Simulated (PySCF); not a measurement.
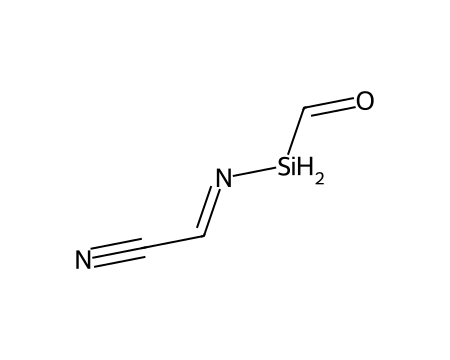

Simulated data, not a measurement (program: PySCF).

Skeletal drawing of a molecule.

Give its SMILES.

N#C/C=N/[SiH2]C=O

What is the molecular formula?

C3H4N2OSi.

An optimisation with GFN2-xTB gave a structure of which point group?

C1. Other conformers may differ.
